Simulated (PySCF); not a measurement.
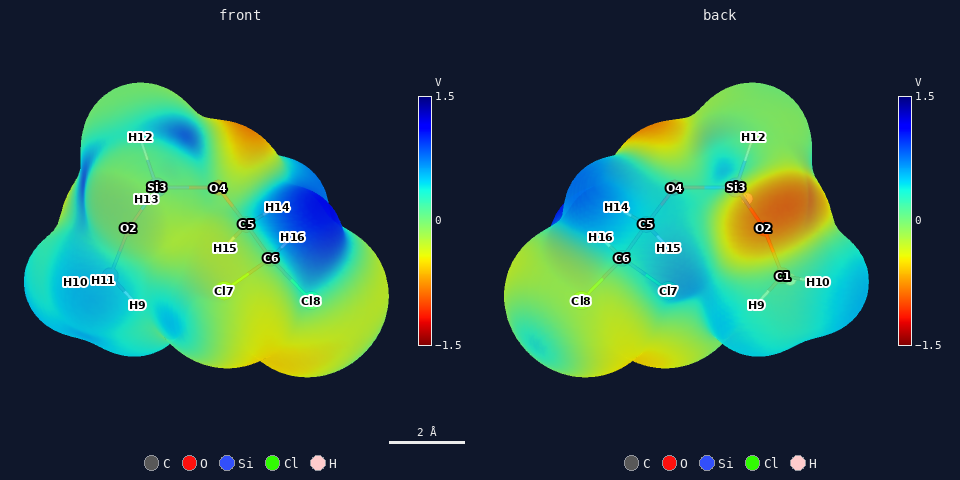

The picture shows: C₃H₈Cl₂O₂Si (SMILES CO[SiH2]OCC(Cl)Cl). The electrostatic potential painted on the density surface at 0.001 e/bohr³, seen from the front and from behind; red is negative and blue positive.

Geometry: PBE0-D3(BJ)/def2-SVP.

All numbers below come from wB97X-D/def2-SVPD, SCF density, gas phase (PySCF).

The calculation's input:

```
{"job": {"kind": "uv", "xc": "wB97X-D", "basis": "def2-SVPD", "dynamic": true, "nstates": 6, "ntriplets": 0}, "charge": 0, "multiplicity": 1}
C      2.212904     0.560164    -0.720467
O      1.772783    -0.453295     0.141306
Si     0.817934    -0.330622     1.482657
O     -0.736122    -0.838421     1.141386
C     -1.339771    -0.958770    -0.101880
C     -2.166637     0.271925    -0.433635
Cl    -1.128969     1.716426    -0.552618
Cl    -3.055091    -0.002318    -1.944467
H      1.580947     0.613573    -1.622239
H      3.247079     0.344831    -1.031297
H      2.197046     1.554385    -0.239552
H      1.320416    -1.276634     2.509139
H      0.824751     1.074220     1.982523
H     -2.032667    -1.817080    -0.088085
H     -0.610427    -1.123868    -0.914815
H     -2.899994     0.483326     0.354274
```

Launched as:

```sh
OMP_NUM_THREADS=1 python probes_run.py task.json out
```

Describe the electrostatic potential map.

The most negative region (about −0.9 V) lies over O2, the most positive (about +1.1 V) over H16. Cl7 shows a σ-hole: about +0.5 V at the tip opposite its bond, against about −0.3 V on its flanks. Cl8 shows a σ-hole: about +0.4 V at the tip opposite its bond, against about −0.3 V on its flanks.
